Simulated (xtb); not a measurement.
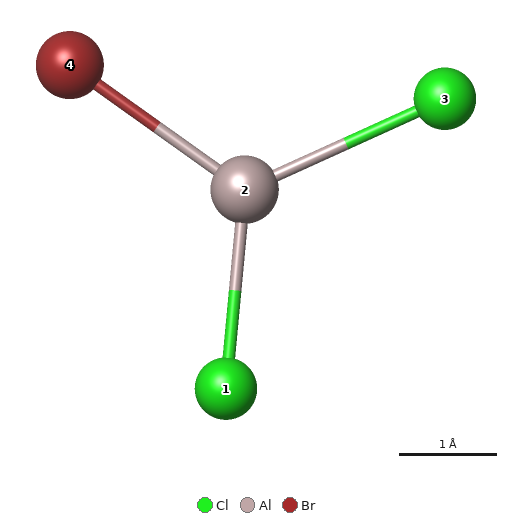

*The structure (ball-and-stick view, seen on its broad side; atoms are numbered from 1 in the order of the input). Sticks mark near contacts.*

Bond lengths as drawn: Al–Br 2.23 Å and Al–Cl 2.07 to 2.28 Å.

# Property calculation of AlBrCl2

- system: AlBrCl2, SMILES [Cl][Al]([Cl])[Br]
- method: GFN1-xTB (xtb 6.7.1)

**Input file (mol.json)**
```
{
 "schema_name": "qcschema_molecule",
 "schema_version": 2,
 "symbols": [
  "Cl",
  "Al",
  "Cl",
  "Br"
 ],
 "geometry": [
  -0.20750327,
  1.03591763,
  3.994573,
  -0.13852826,
  0.24279957,
  0.16409815,
  2.03806963,
  -3.18475544,
  -1.262715,
  -2.18056631,
  2.72665559,
  -2.5452022
 ],
 "molecular_charge": 0,
 "molecular_multiplicity": 1
}
```

Launch command:
```bash
xtb --gfn1 --lmo --dipole --norestart --parallel 1 -- mol.json | tee run.log
```

**Log**
```
* xtb version 6.7.1
   ID    Z sym.   atoms
    1   17 Cl     1, 3
    2   13 Al     2
    3   35 Br     4

           -------------------------------------------------
          |                Calculation Setup                |
           -------------------------------------------------

          program call               : xtb --gfn1 --lmo --dipole --norestart --parallel 1 -- mol.json
          coordinate file            : mol.json
          omp threads                :                     1

########################################################################
[WARNING] Please study the warnings concerning your input carefully
-1- prog_main_parseArguments: The use of '--gfn1' is discouraged, please use '--gfn 1' next time
########################################################################

           -------------------------------------------------
          |                 G F N 1 - x T B                 |
           -------------------------------------------------

      * Hamiltonian:
        H0-scaling (s, p, d)           1.850000    2.250000    2.000000
        zeta-weighting                 0.000000
      * Dispersion:
        s8                             2.400000
        a1                             0.630000
        a2                             5.000000
        s9                             0.000000
      * Repulsion:
        kExp                           1.500000
        rExp                           1.000000
      * Coulomb:
        alpha                          2.000000
        third order                    atomic
        anisotropic                    false
      * Halogen bond correction:
        rad-scale                      1.300000
        damping                        0.440000

          ...................................................
          :                      SETUP                      :
          :.................................................:
          :  # basis functions                  40          :
          :  # atomic orbitals                  36          :
          :  # shells                           12          :
          :  # electrons                        24          :
          :  # halogen bonds                     0          :
          :  max. iterations                   250          :
          :  Hamiltonian                  GFN1-xTB          :
          :  restarted?                      false          :
          :  GBSA solvation                  false          :
          :  PC potential                    false          :
          :  electronic temp.          300.0000000     K    :
          :  accuracy                    1.0000000          :
          :  -> integral cutoff          0.2500000E+02      :
          :  -> integral neglect         0.1000000E-07      :
          :  -> SCF convergence          0.1000000E-05 Eh   :
          :  -> wf. convergence          0.2000000E-04 e    :
          :  Broyden damping             0.4000000          :
          :  net charge                          0          :
          :  unpaired electrons                  0          :
          ...................................................

 iter      E             dE          RMSdq      gap      omega  full diag
   1    -13.8506750 -0.138507E+02  0.579E+00    3.50       0.0  T
   2    -13.8830047 -0.323297E-01  0.414E+00    4.15       1.0  T
   3    -13.9126687 -0.296641E-01  0.220E+00    4.22       1.0  T
   4    -13.9143269 -0.165814E-02  0.239E-01    4.26       1.0  T
   5    -13.9146905 -0.363631E-03  0.117E-01    4.30       1.0  T
   6    -13.9147862 -0.956297E-04  0.254E-02    4.30       2.0  T
   7    -13.9147895 -0.338717E-05  0.939E-03    4.30       5.3  T
   8    -13.9147901 -0.540341E-06  0.196E-03    4.30      25.6  T
   9    -13.9147901 -0.186585E-07  0.114E-04    4.30     438.8  T
  10    -13.9147901 -0.782325E-10  0.266E-05    4.30    1878.2  T

   *** convergence criteria satisfied after 10 iterations ***

         #    Occupation            Energy/Eh            Energy/eV
      -------------------------------------------------------------
         1        2.0000           -0.9387904             -25.5458
       ...           ...                  ...                  ...
         6        2.0000           -0.5093457             -13.8600
         7        2.0000           -0.5009021             -13.6302
         8        2.0000           -0.4885388             -13.2938
         9        2.0000           -0.4813313             -13.0977
        10        2.0000           -0.4804381             -13.0734
        11        2.0000           -0.4781024             -13.0098
        12        2.0000           -0.4721881             -12.8489 (HOMO)
        13                         -0.3143310              -8.5534 (LUMO)
        14                         -0.1661661              -4.5216
        15                         -0.1373979              -3.7388
        16                         -0.1341273              -3.6498
        17                         -0.1332655              -3.6263
       ...                                ...                  ...
        36                          0.8046942              21.8968
      -------------------------------------------------------------
                  HL-Gap            0.1578571 Eh            4.2955 eV
             Fermi-level           -0.3932596 Eh          -10.7011 eV

 localization/xTB-IFF output generation
 averaging CT terms over            4  occ. levels
 averaging CT terms over            1  virt. levels
 dipole moment from electron density (au)
     X       Y       Z
  -0.2358   0.3690   0.1422  total (Debye):    1.170
cpu  time for init local
 initialization of trafo matrix to unity
iteration     50  convergence  0.29338646D-02
iteration    100  convergence  0.16874326D-02
iteration    150  convergence  0.49792091D-02
iteration    200  convergence  0.35653262D-02
iteration    250  convergence  0.15737829D-02
iteration    300  convergence  0.67857899D-03
iteration    350  convergence  0.29326882D-03
iteration    400  convergence  0.12678191D-03
iteration    450  convergence  0.54846692D-04
iteration    500  convergence  0.23808927D-04
iteration    550  convergence  0.19411537D-04
iteration    600  convergence  0.17583820D-04
iteration    650  convergence  0.15965630D-04
iteration    700  convergence  0.14697461D-04
iteration    750  convergence  0.13134544D-04
iteration    800  convergence  0.12156385D-04
iteration    850  convergence  0.10873551D-04
iteration    900  convergence  0.99430722D-05
iteration    950  convergence  0.90917922D-05
iteration   1000  convergence  0.82791648D-05
iteration   1050  convergence  0.76400974D-05
iteration   1100  convergence  0.71903677D-05
iteration   1150  convergence  0.66109645D-05
iteration   1200  convergence  0.58223562D-05
iteration   1250  convergence  0.53895378D-05
iteration   1300  convergence  0.47610028D-05
iteration   1350  convergence  0.48794711D-05
iteration   1400  convergence  0.39996250D-05
iteration   1450  convergence  0.36857944D-05
iteration   1500  convergence  0.34328814D-05
iteration   1550  convergence  0.33622851D-05
iteration   1600  convergence  0.30420971D-05
iteration   1650  convergence  0.27471188D-05
iteration   1700  convergence  0.24856304D-05
iteration   1750  convergence  0.22603972D-05
iteration   1800  convergence  0.20558372D-05
iteration   1850  convergence  0.19104008D-05
iteration   1900  convergence  0.16815140D-05
iteration   1950  convergence  0.15472442D-05

 converged in   1967 iterations, threshold :   0.99310075D-06
 lmo centers(Z=2) and atoms on file <lmocent.coord>
 LMO Fii/eV  ncent    charge center   contributions...
    1 LP    -17.16   1.11   0.94462  -0.49465   4.78833    1  Cl:  0.95
    2 LP    -16.93   1.15   0.59746   2.91072   3.69015    1  Cl:  0.93
    3 LP    -16.92   1.15  -2.26737   0.93840   4.04645    1  Cl:  0.93
    4 LP    -16.55   1.10   3.09172  -3.65949   0.48300    3  Cl:  0.95
    5 LP    -16.44   1.12   2.96726  -2.21025  -2.82080    3  Cl:  0.94
    6 LP    -16.33   1.13   0.34224  -4.22726  -1.70560    3  Cl:  0.94
    7 sigma -15.85   1.63  -0.14467   0.75603   2.95105    1  Cl:  0.74    2  Al:  0.26
    8 sigma -15.43   1.60   1.49054  -2.29358  -0.87881    3  Cl:  0.75    2  Al:  0.24
    9 LP    -15.38   1.11  -1.69539   1.61295  -4.80851    4  Br:  0.95
   10 LP    -15.27   1.15  -4.42614   2.38727  -1.42590    4  Br:  0.93
   11 LP    -15.27   1.15  -0.90735   4.80564  -1.86132    4  Br:  0.93
   12 sigma -15.10   1.71  -1.51608   1.90306  -1.74944    4  Br:  0.71    2  Al:  0.28
 files:
 coordprot.0/xtbscreen.xyz/xtblmoinfo/lmocent.coord
 with protonation site input, xtbdock and
 LMO center info written

 SCC (total)                   0 d,  0 h,  0 min,  0.011 sec
 SCC setup                      ...        0 min,  0.000 sec (  0.438%)
 Dispersion                     ...        0 min,  0.000 sec (  0.194%)
 classical contributions        ...        0 min,  0.000 sec (  0.102%)
 integral evaluation            ...        0 min,  0.001 sec ( 12.448%)
 iterations                     ...        0 min,  0.002 sec ( 14.224%)
 molecular gradient             ...        0 min,  0.002 sec ( 17.816%)
 printout                       ...        0 min,  0.006 sec ( 54.689%)

         :::::::::::::::::::::::::::::::::::::::::::::::::::::
         ::                     SUMMARY                     ::
         :::::::::::::::::::::::::::::::::::::::::::::::::::::
         :: total energy             -13.886012339435 Eh    ::
         :: gradient norm              0.067375409085 Eh/a0 ::
         :: HOMO-LUMO gap              4.295511613328 eV    ::
         ::.................................................::
         :: SCC energy               -13.914790097316 Eh    ::
         :: -> electrostatic           0.005177409806 Eh    ::
         :: repulsion energy           0.030648865629 Eh    ::
         :: dispersion energy         -0.001871107747 Eh    ::
         :: halogen bond corr.         0.000000000000 Eh    ::
         :: add. restraining           0.000000000000 Eh    ::
         :: total charge              -0.000000000000 e     ::
         :::::::::::::::::::::::::::::::::::::::::::::::::::::

           -------------------------------------------------
          |                Property Printout                |
           -------------------------------------------------

    * Orbital Energies and Occupations

         #    Occupation            Energy/Eh            Energy/eV
      -------------------------------------------------------------
         1        2.0000           -0.9387904             -25.5458
         2        2.0000           -0.9111592             -24.7939
         3        2.0000           -0.7492674             -20.3886
         4        2.0000           -0.5564329             -15.1413
         5        2.0000           -0.5124910             -13.9456
         6        2.0000           -0.5093457             -13.8600
         7        2.0000           -0.5009021             -13.6302
         8        2.0000           -0.4885388             -13.2938
         9        2.0000           -0.4813313             -13.0977
        10        2.0000           -0.4804381             -13.0734
        11        2.0000           -0.4781024             -13.0098
        12        2.0000           -0.4721881             -12.8489 (HOMO)
        13                         -0.3143310              -8.5534 (LUMO)
        14                         -0.1661661              -4.5216
        15                         -0.1373979              -3.7388
        16                         -0.1341273              -3.6498
        17                         -0.1332655              -3.6263
        18                         -0.1068004              -2.9062
        19                         -0.0780401              -2.1236
        20                         -0.0648826              -1.7655
        21                         -0.0636648              -1.7324
        22                         -0.0628988              -1.7116
        23                         -0.0537946              -1.4638
       ...                                ...                  ...
        36                          0.8046942              21.8968
      -------------------------------------------------------------
                  HL-Gap            0.1578571 Eh            4.2955 eV
             Fermi-level           -0.3932596 Eh          -10.7011 eV

  Mulliken/CM5 charges         n(s)   n(p)   n(d)
     1Cl   -0.11444 -0.07181   1.868  5.253 -0.007
     2Al    0.35681  0.22293   1.006  0.924  0.712
     3Cl   -0.19830 -0.17277   1.885  5.320 -0.006
     4Br   -0.04407  0.02166   1.889  5.169 -0.014

Wiberg/Mayer (AO) data.
largest (>0.10) Wiberg bond orders for each atom

 ---------------------------------------------------------------------------
     #   Z sym  total        # sym  WBO       # sym  WBO       # sym  WBO
 ---------------------------------------------------------------------------
     1  17 Cl   1.460 --     2 Al   1.303
     2  13 Al   3.835 --     4 Br   1.354     1 Cl   1.303     3 Cl   1.178
     3  17 Cl   1.334 --     2 Al   1.178
     4  35 Br   1.512 --     2 Al   1.354
 ---------------------------------------------------------------------------

Topologies differ in total number of bonds
Writing topology from bond orders to xtbtopo.mol

 dipole moment from electron density (au)
     X       Y       Z
  -0.2358   0.3690   0.1422  total (Debye):    1.170

           -------------------------------------------------
          | TOTAL ENERGY              -13.886012339435 Eh   |
          | GRADIENT NORM               0.067375409085 Eh/α |
          | HOMO-LUMO GAP               4.295511613328 eV   |
           -------------------------------------------------

------------------------------------------------------------------------
------------------------------------------------------------------------
 total:
 *  cpu-time:     0 d,  0 h,  0 min,  0.015 sec
 * ratio c/w:     1.000 speedup
 SCF:
 *  cpu-time:     0 d,  0 h,  0 min,  0.011 sec
 * ratio c/w:     1.000 speedup
```

**File xtblmoinfo**
```
4
17       -0.2075032700        1.0359176300        3.9945730000 -0.1144448745E+00
13       -0.1385282600        0.2427995700        0.1640981500  0.3568095958E+00
17        2.0380696300       -3.1847554400       -1.2627150000 -0.1983008405E+00
35       -2.1805663100        2.7266555900       -2.5452022000 -0.4406388079E-01
   12    0.46043846   -0.31433098   -0.47801496  -13.91479010
 2        0.1525363326        0.5576148629        4.2426218987
 2        0.0440481417        1.6217929125        3.8994402885
 2       -0.8512114286        1.0054419041        4.0107831955
 2        2.3673338890       -3.3331112862       -0.7171776891
 2        2.3284399509       -2.8802230358       -1.7496155500
 2        1.5081238747       -3.5105390549       -1.4011167288
 1       -0.1446724236        0.7560337186        2.9510519505
 1        1.4905422926       -2.2935802937       -0.8788089752
 2       -2.0289499760        2.3786225319       -3.2524867058
 2       -2.8823089600        2.6205961704       -2.1954197884
 2       -1.7826869488        3.3763391972       -2.3314883709
 1       -1.5160843134        1.9030631781       -1.7494442463
  0.179104  0.034630  0.530861  0.255405
  0.159252  0.455110  0.156431  0.229207
```

**Standard error**
```
normal termination of xtb
```

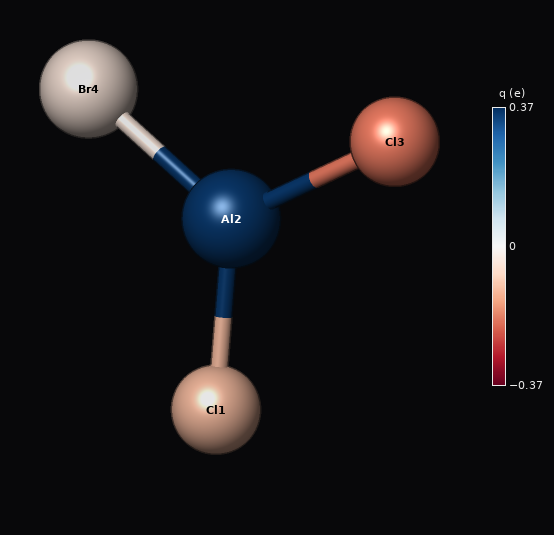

*Mulliken charges, as the colour of each atom (ball-and-stick view, seen at a tilt; atoms are numbered from 1 in the order of the input).*

By element: Cl −0.20 to −0.11, Al +0.36 and Br −0.04 e.

**Summary**

- outcome: converged
- electrons treated: 24
- total energy: −13.886012 hartree
- dispersion energy: −0.001871 hartree
- basis functions: 40
- HOMO: −12.85 eV
- LUMO: −8.55 eV
- dipole moment: 1.17 D
- hardware: 1 thread of Intel Xeon (Granite Rapids), 16 GiB of memory available, shared host
- peak memory: 0.07 GiB
